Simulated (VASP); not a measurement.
Band structure of GaSe (space group R3m). Calculation: PBEsol GGA, VASP's PBE PAW potentials (set 64) (plane waves; VASP).

Without a dispersion term in the relaxation, distances and binding between the weakly bound layers, chains or molecules are unreliable, and so is what depends on them.

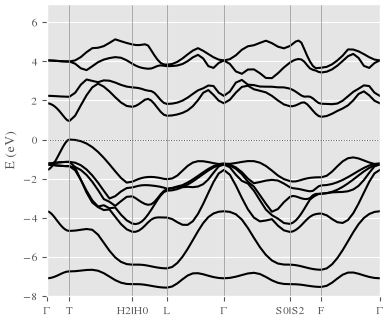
Bands along high-symmetry lines, zero at the valence-band maximum or, without a gap, the Fermi level

### Question
Read the plot: is there a gap, and where are the band edges?

### Answer
The gap is direct, 0.95 eV, from the valence maximum at T to the conduction minimum at T. (Edges off the drawn lines would not show.)

The structure comes from a computed database's GaSe entry (R3m); how it stands against other phases isn't given here. It was relaxed first, which changed the volume by -8 %.
